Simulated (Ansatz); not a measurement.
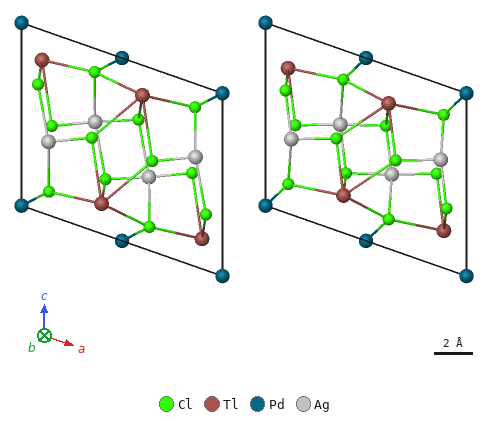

Two geometries of crystalline Tl₂Ag₂PdCl₈ (a generated structure, set up in C2/m), drawn at one scale. One is the start of a relaxation, the other its converged end. A ball-and-stick model of the conventional cell (2 times the calculation's cell), seen along the b axis. Lengths and directions refer to the drawn axes.

Method: DFT, PAW plane waves, r2SCAN (Ansatz). Settings: plane-wave cutoff 500 eV; k-point mesh 4 × 4 × 2; occupations fermi dirac; smearing width 0.1 eV; no spin polarisation; atoms relaxed in a fixed cell; force threshold 0.03 eV/Å; at most 40 steps.

**Which of the two is the end point?**

The right one is the relaxed one. The start is a swapped structure. After 8 accepted moves (10 points after the start) the energy has fallen by 32.1 meV per atom. The largest force component goes from 0.43 to 0.01 eV/Å. The line search rejected the trial step at point 5 of the run. 1 step only repeated the SCF at the same geometry. The largest moves, 0.47 Å, are those of Cl atoms. Largest moves by element: Cl 0.47 Å, Tl 0.45 Å, Ag 0.15 Å. Pd stays in place. The cell doesn't change. Some distances before and after: Cl–Tl 3.255 → 3.975 Å, Ag–Cl 3.104 → 2.607 Å, Cl–Tl 3.542 → 3.057 Å, Ag–Cl 3.100 → 2.868 Å. Among the angles between lasting bonds that change: Cl–Pd–Cl 90.9° → 93.0°, Cl–Pd–Cl 89.1° → 87.0°. The space group stays C2/m (No. 12). Cost: 7.4 min on 2 threads of Arm Neoverse V1, with other jobs on the host, peak memory 1.7 GiB.
